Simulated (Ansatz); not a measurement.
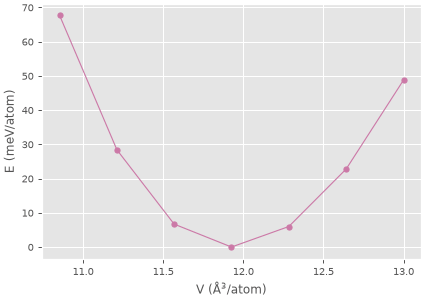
SrTiO3 (cubic perovskite, Pm-3m) under volume change, r²SCAN in the plane-wave PAW code Ansatz, scaled uniformly.

Task: What does a third-order Birch–Murnaghan fit give for V₀, B₀ and B′?

Result: V₀ = 11.93 Å³/atom, B₀ = 189 GPa, B′ = 4.4.

The r²SCAN relaxation kept the symmetry of its start. At this level the phase is dynamically unstable (imaginary phonons). No spin polarisation was allowed.

Potentials: the later of the program's two PAW sets.
